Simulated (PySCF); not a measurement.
CH8FNO2Si2

```yaml
atoms:
  - { symbol: C, position_ang: [0.7898, -0.2863, -0.2750] }
  - { symbol: O, position_ang: [-0.1567, -0.4330, 0.6882] }
  - { symbol: Si, position_ang: [0.1394, -0.1309, 2.3348] }
  - { symbol: N, position_ang: [0.1494, 0.0197, -1.4907] }
  - { symbol: Si, position_ang: [-1.5806, 0.2630, -1.5993] }
  - { symbol: O, position_ang: [1.6981, 0.6538, 0.1804] }
  - { symbol: F, position_ang: [1.4959, -1.4645, -0.4278] }
  - { symbol: H, position_ang: [0.2097, 1.3293, 2.6101] }
  - { symbol: H, position_ang: [1.3795, -0.8209, 2.7821] }
  - { symbol: H, position_ang: [-1.0521, -0.7177, 3.0035] }
  - { symbol: H, position_ang: [0.6900, -0.1964, -2.3195] }
  - { symbol: H, position_ang: [-2.3973, -0.9362, -1.2471] }
  - { symbol: H, position_ang: [-2.0192, 1.4131, -0.7584] }
  - { symbol: H, position_ang: [-1.8055, 0.5864, -3.0408] }
  - { symbol: H, position_ang: [2.4468, 0.6974, -0.4250] }
```

Geometry: PBE0-D3(BJ)/def2-SVP.

All numbers below come from PySCF 2.14.0, PBE0/pcSseg-1, SCF density, gas phase, non-relativistic.

Question: Predict the electron density and electron localisation function between the atoms.

Answer: C–O (1.36 Å): ρ at the midpoint is about 2.4 e/Å³, with its minimum of 2.1 e/Å³ about 0.5 Å from C; the ELF peaks at about 0.90 between the atoms: a polar covalent bond.
C–N (1.41 Å): the density is about 2.2 e/Å³ at the midpoint; the ELF peaks at about 0.95 between the atoms: a covalent bond.
Si–N (1.75 Å): the density is about 1 e/Å³ at the midpoint; the ELF peaks at about 0.90 between the atoms (a polar covalent bond).

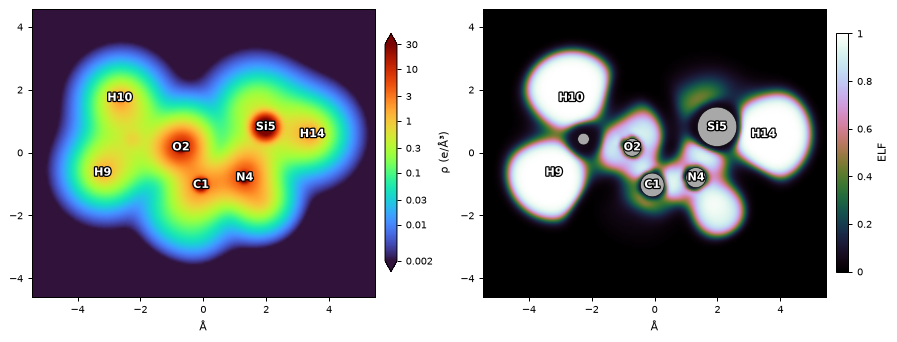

Computed electron density and electron localisation function on the plane of atoms N4, Si5 and H14, in this order. Grey discs cover the atomic cores in the ELF map. 
